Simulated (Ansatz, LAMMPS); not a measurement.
**A frame of liquid K(F,Br) from 850 K, run at 300 K (94 atoms) in motion**

Wanted: a short trajectory of a frame of liquid K(F,Br) from 850 K, run at 300 K (94 atoms) with its pair distributions.

Main program and level: Ansatz 0.2.0; Kohn-Sham DFT, PBE, PAW (set soft_2), plane waves.

**1. The structure**

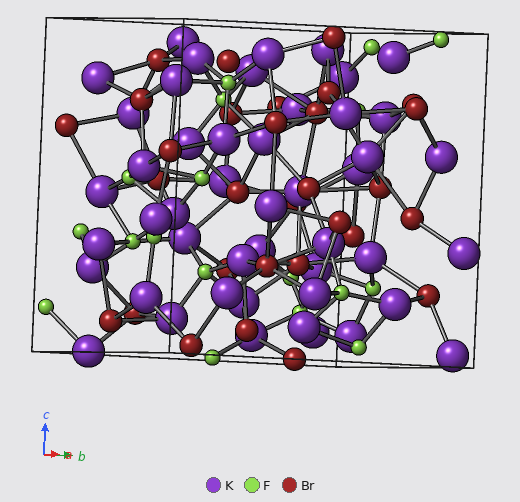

Start, viewed slightly off an axis; potassium purple, fluorine green, bromine red. Bonds to atoms that aren't drawn are left out. Some periodic images of atoms are drawn too.

The cell holds 94 atoms: 47 K, 18 F and 29 Br. Its edges and angles: a = 15.109 Å, b = 15.109 Å, c = 15.109 Å, α = 90.0°, β = 90.0°, γ = 90.0°. 94 atoms (47 K, 18 F, 29 Br) placed at random at 2.17 g/cm³, melted at 1800 K for 10 ps at fixed volume with the Lennard-Jones and Coulomb ion parameters for SPC/E (Joung and Cheatham, J. Phys. Chem. B 112, 9020 (2008)), full charges. Snapshot at the end of a hold of 20 ps at 850 K and fixed volume.

Limits known from the start: The starting topology of bonds comes from the classical model. The cell was made at 850 K but the dynamics is set to 300 K: the trajectory isn't one at 850 K. The ion parameters were fitted for water, not for melts, so the starting structure of this cell may lie well off the real melt's. The Brillouin zone is sampled at Γ only, in a cell whose shortest periodic width is 15 Å.

**2. Dynamics at 300 K**

A Langevin thermostat couples each atom to a heat bath, at the price of damped dynamics. The time step is 1.0 fs.

The input, input.yaml:

```yaml
crystal:
  lattice:
    - [15.1089, 0.0, 0.0]
    - [0.0, 15.1089, 0.0]
    - [0.0, 0.0, 15.1089]
  atoms:
    - { symbol: K, position: [0.45339, 0.65338, 0.51139] }
    - { symbol: K, position: [0.79393, 0.59955, 0.3547] }
    - { symbol: K, position: [0.54964, 0.48357, 0.66015] }
    - { symbol: K, position: [0.34197, 0.8893, 0.08801] }
    [... 84 atom lines left out ...]
    - { symbol: Br, position: [0.11018, 0.03199, 0.67916] }
    - { symbol: Br, position: [0.00126, 0.77473, 0.76609] }
    - { symbol: Br, position: [0.8093, 0.86346, 0.44121] }
    - { symbol: Br, position: [0.74073, 0.95748, 0.21344] }
    - { symbol: Br, position: [0.98282, 0.54805, 0.41542] }
    - { symbol: Br, position: [0.7535, 0.08572, 0.60847] }
kpoints:
  mp_grid: { grid: [1, 1, 1] }
hamiltonian:
  xc: pbe
scf:
  occupations: { method: fixed }
output:
  forces: true
md:
  timestep: 1.0
  n_steps: 52
  ensemble: nvt_langevin
  temperature: 300
  initial_velocities: maxwell_boltzmann
  seed: 3807
```

Launch:

```console
$ ansatz run input.yaml --threads 4 --pin off --max-ram 8192MiB --backend cpu --events-out ev --progress --plain --runs-dir out
```

Run time: 17 min. Hardware: 4 threads of Intel Xeon Platinum 8488C (Sapphire Rapids), shared host; peak memory 4.5 GiB; 65 min of CPU time.

The program notes that it switched symmetry off.

The trajectory, sampled:

```csv
time (fs),T (K),potential (meV/atom)
0.0,297,0.0
3.0,292,-0.1
7.0,303,-0.4
10.0,310,-0.9
14.0,309,-1.8
17.0,317,-2.6
21.0,323,-3.8
24.0,322,-4.9
28.0,325,-6.3
31.0,326,-7.2
35.0,338,-8.4
38.0,342,-9.2
42.0,342,-10.1
45.0,330,-10.7
49.0,346,-11.6
52.0,337,-12.3
```

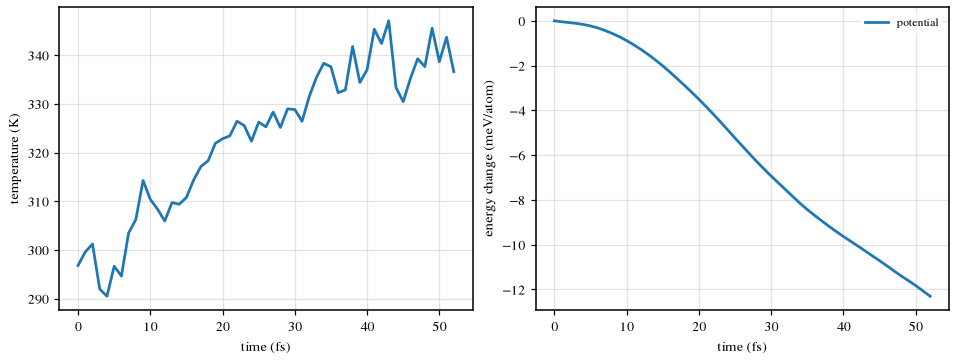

Temperature and energies against time.

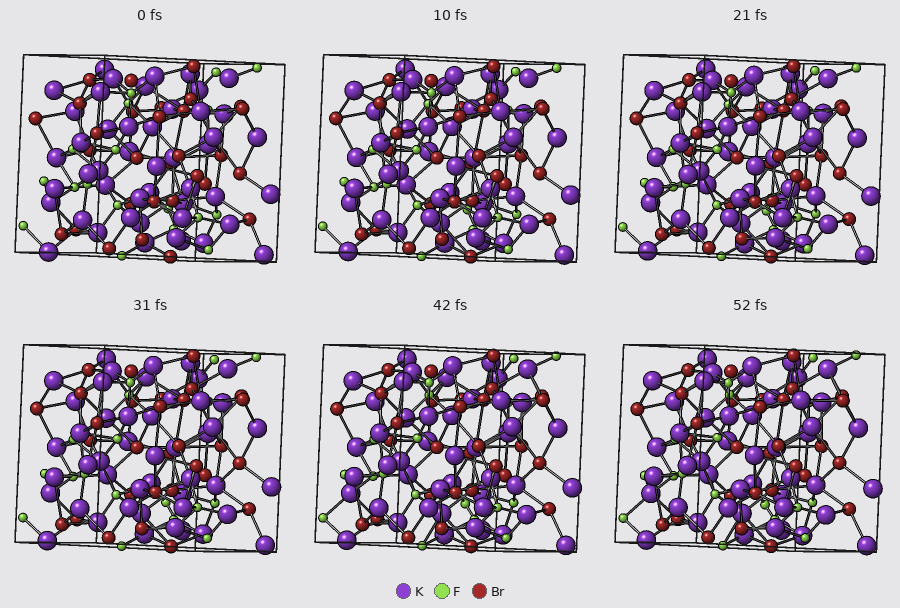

6 frames of the run. Bonds to atoms that aren't drawn are left out.

Mean square displacement from the first frame to the last: K 0.044 Å², F 0.10 Å², Br 0.019 Å².

The mean square displacement by time lag:

```csv
time lag (fs),Br (Å²),F (Å²),K (Å²)
1.0,9.3e-6,4.8e-5,2.1e-5
3.0,8.3e-5,4.3e-4,1.8e-4
5.0,2.3e-4,0.00119,5.1e-4
7.0,4.4e-4,0.00233,9.9e-4
8.0,5.8e-4,0.00305,0.00129
10.0,9.0e-4,0.00474,0.00200
12.0,0.00128,0.00680,0.00286
14.0,0.00173,0.00920,0.00386
16.0,0.00224,0.0119,0.00500
18.0,0.00281,0.0150,0.00628
19.0,0.00312,0.0167,0.00696
21.0,0.00379,0.0202,0.00842
23.0,0.00451,0.0240,0.0100
26.0,0.00569,0.0303,0.0126
```

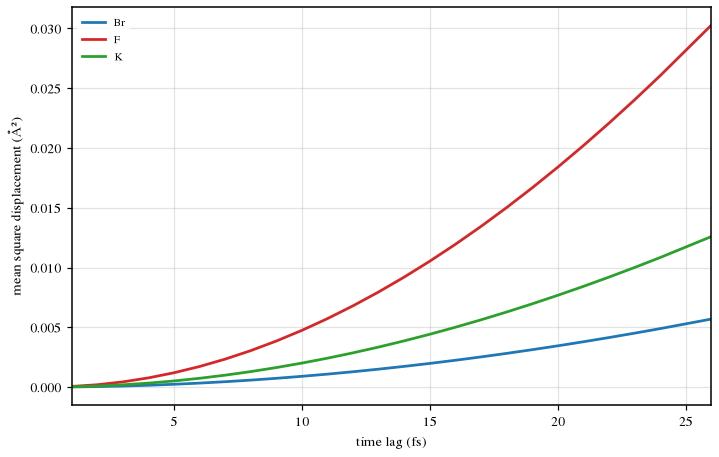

Mean square displacement against time lag.

Over the second half of 52 fs the temperature averages 336 K with swings of 6 K r.m.s. From first frame to last F has the largest mean square displacement, 0.10 Å² at the end; the farthest move is 0.59 Å. The count of bonds goes from 233 in the first frame to 235 in the last, by one set of cutoffs: 3 pairs passed out of them and 5 came within. The run spans 0.05 ps, too short for its means to be equilibrium values.

**3. Structure statistics late in the run**

The g(r) is a mean over the second half; what follows it is taken at the last frame.

Density 2.17 g/cm³, 36.69 Å³ an atom.

Mean of 15 frames. Pair distribution functions g(r), in bins of 0.2 Å:

```csv
r (Å),total,K-K,K-Br,K-F,Br-Br,Br-F,F-F
2.30,0.04,0.00,0.00,0.23,0.00,0.00,0.00
2.50,1.11,0.00,0.00,5.83,0.00,0.00,0.00
2.70,1.25,0.00,0.00,6.51,0.00,0.00,0.00
2.90,0.58,0.00,0.31,2.50,0.00,0.00,0.00
3.10,1.31,0.00,3.34,1.35,0.00,0.00,0.45
3.30,1.85,0.12,5.23,0.89,0.00,0.00,1.19
3.50,1.25,0.73,2.91,0.36,0.00,0.38,1.41
3.70,1.02,1.06,1.29,0.42,0.00,1.50,2.74
3.90,1.06,2.04,0.53,0.10,1.05,1.03,4.03
4.10,1.21,2.13,0.55,0.28,0.89,2.41,2.47
4.30,1.13,1.52,0.71,0.24,2.40,2.06,0.49
4.50,1.02,1.59,0.34,0.46,2.15,1.69,0.69
4.70,1.03,1.73,0.45,0.43,2.02,1.17,1.15
4.90,0.86,1.04,0.32,0.65,2.20,1.14,0.93
5.10,0.72,0.88,0.49,0.50,0.85,0.88,1.79
5.30,0.80,0.50,0.51,1.01,1.09,1.58,0.88
5.50,0.80,0.77,0.68,1.12,0.57,0.83,0.99
5.70,0.94,0.88,0.83,1.39,1.06,0.78,0.14
5.90,0.97,0.78,0.63,1.84,1.01,0.96,0.61
6.10,1.16,1.41,1.13,1.25,0.85,0.96,0.56
6.30,1.08,1.05,1.34,1.19,0.72,0.85,0.13
6.50,1.21,1.18,1.45,1.36,1.27,0.60,0.41
6.70,0.93,0.57,1.33,1.27,0.51,0.45,0.81
6.90,0.95,0.66,1.28,1.00,0.86,0.71,0.92
7.10,1.02,0.88,1.33,0.89,0.77,0.94,1.01
7.30,1.00,0.89,1.22,0.84,0.84,1.23,0.55
7.50,1.00,1.13,1.11,0.95,0.45,0.90,1.18
```

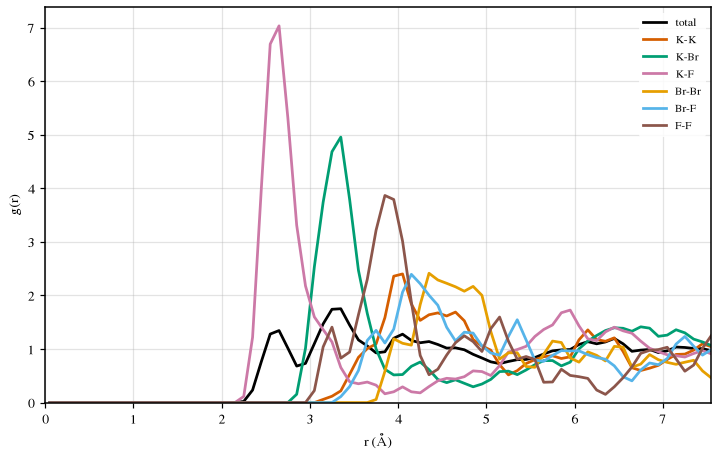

Pair distribution functions, lightly smoothed.

Bonds by pair of elements; cutoffs follow the first minimum of g(r), held within bounds set by covalent radii, and pairs that aren't listed don't count as bonded:

```csv
pair A-B,cutoff (Å),bonds,mean length (Å),spread (Å),shortest (Å),B about A,A about B
K-Br,4.03,154,3.39,0.231,2.96,3.28,5.31
K-F,3.46,81,2.75,0.255,2.36,1.72,4.5
```

How many atoms have how many bonded neighbours:

```csv
element,mean,3,4,5,6
Br,5.31,1,2,13,13
F,4.5,0,10,7,1
K,5,0,12,23,12
```

Bond angles (no mean is given where the spread exceeds 20°):

```csv
angle,count,mean (°),spread (°)
K-Br-K,340,-,-
Br-K-F,212,-,-
Br-K-Br,208,-,-
K-F-K,145,-,-
F-K-F,62,-,-
```

Bond length by coordination (bonds to H left out):

```csv
element,coordination,atoms,mean bond length (Å)
Br,3,1,3.2
Br,4,2,3.22
Br,5,13,3.37
Br,6,13,3.44
F,4,10,2.64
F,5,7,2.87
F,6,1,2.88
K,4,12,3.08
K,5,23,3.20
K,6,12,3.19
```

For some of the pairs, g(r) has its first main peak near 4.0 Å (K-K), 3.3 Å (K-Br) and 2.6 Å (K-F). Counting bonds as in the table, 45 % of Br atoms have 5 and as many 6, 56 % of F atoms have 4 and 49 % of K atoms have 5 bonded neighbours.

**4. Single point at the last frame**

The last frame is solved again with fuller output, to read the electronic structure of a thermally displaced geometry.

The input, input.yaml:

```yaml
crystal:
  lattice:
    - [15.1089, 0.0, 0.0]
    - [0.0, 15.1089, 0.0]
    - [0.0, 0.0, 15.1089]
  atoms:
    - { symbol: K, position: [0.46214, 0.66287, 0.51287] }
    - { symbol: K, position: [0.79051, 0.60205, 0.35706] }
    - { symbol: K, position: [0.54647, 0.48403, 0.66803] }
    - { symbol: K, position: [0.34692, 0.88125, 0.07588] }
    [... 84 atom lines left out ...]
    - { symbol: Br, position: [0.12652, 0.03499, 0.67599] }
    - { symbol: Br, position: [0.00415, 0.77624, 0.75597] }
    - { symbol: Br, position: [0.80988, 0.85995, 0.4442] }
    - { symbol: Br, position: [0.7361, 0.95794, 0.2146] }
    - { symbol: Br, position: [0.97672, 0.5426, 0.41373] }
    - { symbol: Br, position: [0.75503, 0.08715, 0.60916] }
kpoints:
  mp_grid: { grid: [1, 1, 1] }
hamiltonian:
  xc: pbe
scf:
  occupations: { method: fixed }
output:
  forces: true
  stress: true
  populations: true
  dos:
    method: { smearing: { sigma: 0.15 } }
    de: 0.1
    projected: { site_lists: { Br: [Br], F: [F], K: [K] } }
  eigenvalues: true
  write_density: true
  write_potential: true
  volumetric_format: npy
```

Elapsed: 49 s, on 4 threads; peak memory 4.4 GiB; 3.1 min of CPU time.

The program notes that the exchange-correlation potential is rough where the density is thin.

The run gave:

```yaml
free_energy: -167674.9495 eV
free_energy_per_atom: -1783.7761 eV/atom
scf_cycles: 9
pressure: -0.2382 GPa
r_m_s_force_component: 0.2281 eV/Å
longest_force: 0.7738 eV/Å
fermi_energy: 0.5747 eV
spacing_of_highest_filled_and_lowest_empty_level: 3.383 eV
spilling_of_the_projection: 0.004204
```

Neighbours are counted within 4.03 Å (K-Br), 3.46 Å (K-F), the cutoffs taken from the dynamics.

Length of the force by element and coordination:

```csv
element,coordination,atoms,mean length of the force (eV/Å),spread,least,most
Br,all,29,0.366,0.139,0.158,0.738
Br,3,1,0.627,0,0.627,0.627
Br,4,2,0.520,0.0488,0.471,0.569
Br,5,13,0.323,0.103,0.178,0.560
Br,6,13,0.364,0.146,0.158,0.738
F,all,18,0.391,0.145,0.196,0.774
F,4,10,0.394,0.167,0.196,0.774
F,5,7,0.358,0.0872,0.250,0.519
F,6,1,0.586,0,0.586,0.586
K,all,47,0.357,0.153,0.113,0.731
K,4,12,0.413,0.128,0.293,0.731
K,5,23,0.339,0.163,0.113,0.714
K,6,12,0.337,0.141,0.153,0.546
```

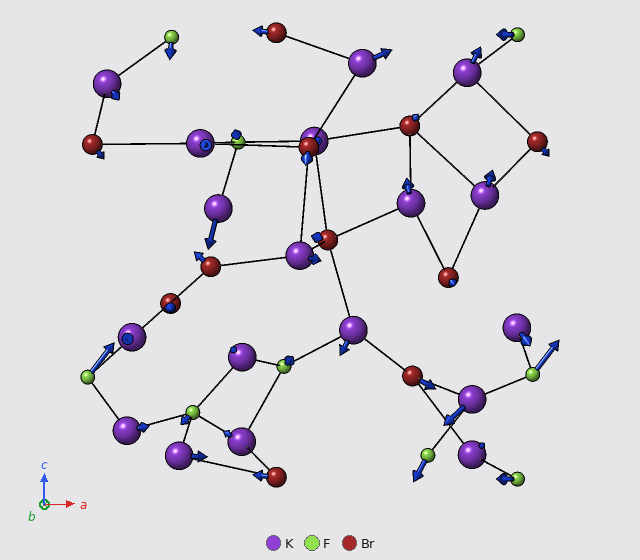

Forces as arrows; the longest in the cell is 0.774 eV/Å. Drawn is a slice 6 Å thick, seen along the normal of the ac plane. Bonds to atoms that aren't drawn are left out.

Löwdin charges by element and coordination (they lack the spilled electrons, 0.034 e an atom on average):

```csv
element,coordination,atoms,mean charge (e),spread,least,most
Br,all,29,-0.672,0.0085,-0.687,-0.660
Br,3,1,-0.687,0,-0.687,-0.687
Br,4,2,-0.685,2.0e-4,-0.686,-0.685
Br,5,13,-0.676,0.0058,-0.685,-0.667
Br,6,13,-0.664,0.0036,-0.670,-0.660
F,all,18,-0.795,0.0046,-0.802,-0.786
F,4,10,-0.798,0.0029,-0.802,-0.794
F,5,7,-0.791,0.0027,-0.795,-0.786
F,6,1,-0.786,0,-0.786,-0.786
K,all,47,0.786,0.0292,0.717,0.859
K,4,12,0.801,0.0194,0.770,0.846
K,5,23,0.780,0.0283,0.728,0.859
K,6,12,0.782,0.0338,0.717,0.851
```

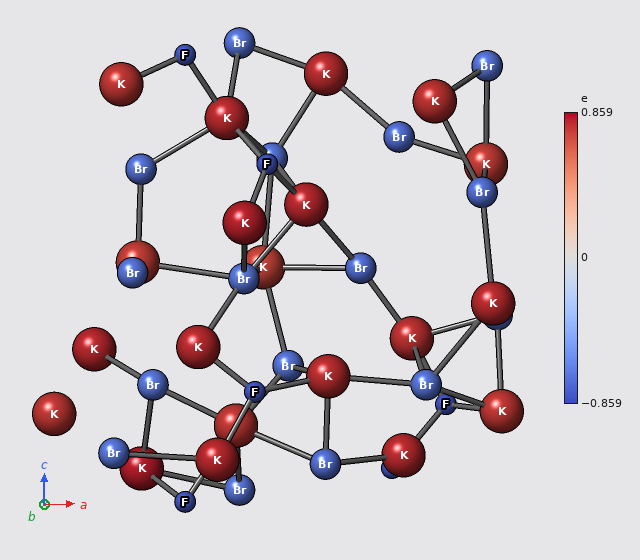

Atoms coloured by Löwdin charge. Drawn is a slice 6 Å thick, seen along the normal of the ac plane. Bonds to atoms that aren't drawn are left out.

States in the cell by windows of 1 eV, zero at the Fermi level; the larger projections on atomic orbitals stand beside the total:

```csv
from (eV),to (eV),total,Br p,F p,K s
-10,-3,0.0,0.0,0.0,0.0
-3,-2,6.4,0.2,5.9,0.1
-2,-1,142.2,56.9,78.3,4.3
-1,0,132.1,108.2,20.3,1.7
0,1,1.4,1.3,0.0,0.0
1,3,0.0,0.0,0.0,0.0
3,4,3.1,0.1,0.0,2.5
4,5,16.7,0.9,0.2,12.4
```

With fixed occupations the program's Fermi level is the highest filled level; weight inside the gap is the broadening of levels at its edges.

Between -26 and -10 eV lie 376 more states.

About 95 of the 752 electrons lie in deeper levels, below the stored range.

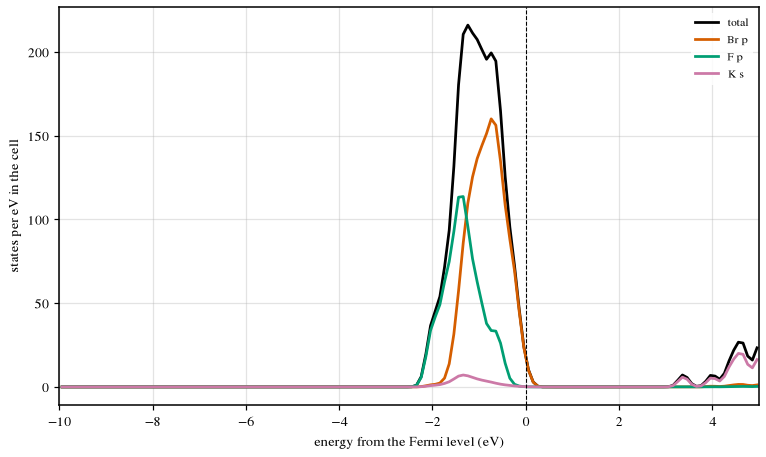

Total and projected density of states, with the broadening of the input.

The levels nearest the highest filled one (over half full), pooled over k-points and spins:

```csv
level less the highest filled one (eV),occupation
-0.264,2
-0.233,2
-0.190,2
-0.161,2
-0.113,2
0,2
3.38,0
4.00,0
4.34,0
4.45,0
4.53,0
4.62,0
```

Mean Löwdin charges: Br -0.67, F -0.79, K +0.79 e (they miss 0.42 % of the electrons, so they add up to more than the cell's charge). The largest share in the top eV of filled states is Br p (83 % of the projected weight), and in the lowest eV of empty states K s (85 % of the projected weight).

**5. What came out**

| Item | Value |
| --- | --- |
| mean temperature, second half | 335.5 K |
| temperature swing, second half | 6.167 K |
| free energy per atom | -1783.7761 eV/atom |
| pressure | -0.2382 GPa |
| r.m.s. force component | 0.2281 eV/Å |
| gap (highest filled to lowest empty level) | 3.383 eV |
| wall time of the 2 DFT runs | 18 min |

What this shows: Over the second half of 52 fs the temperature averages 336 K with swings of 6 K r.m.s. The count of bonds goes from 233 in the first frame to 235 in the last, by one set of cutoffs: 3 pairs passed out of them and 5 came within. The run spans 0.05 ps, too short for its means to be equilibrium values. Counting bonds as in the table, 45 % of Br atoms have 5 and as many 6, 56 % of F atoms have 4 and 49 % of K atoms have 5 bonded neighbours. The highest filled and lowest empty levels differ by 3.38 eV (at Γ alone); a semilocal functional tends to put such gaps too low. In a disordered cell it changes from sample to sample and from frame to frame.

Caveats: The network of bonds at the start is that of the classical potential that made the cell; in DFT 3 of its 233 bonded pairs passed out of the cutoffs and 5 came within them. The pressure of a single frame lacks the kinetic term, about 0.13 GPa here.

[Logs are printed without paths, hosts, clocks, repeated set-up lines and the standing remarks that a program may print on its own settings, such as how far it seeks lower states.]

[Hosts, paths, dates, database ids (printed as entryN), source tags and the programs' standing remarks are cut or masked in the printed files.]
